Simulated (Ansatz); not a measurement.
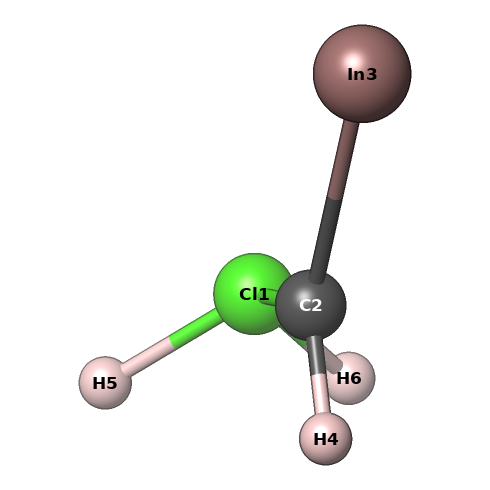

Cl1 lies behind C2. The molecule seen a little off the C2–Cl1 bond, C2 in front. Distant atoms are faded towards the background colour. Charge +1, singlet. Computed geometry: PBE-D4/def2-SVP optimisation. No frequency run is at hand to confirm it as a minimum.

**What is the torsion angle In3–C2–Cl1–H5? The sign is positive where the front bond must turn clockwise to cover the back bond.**

−126°, anticlinal.
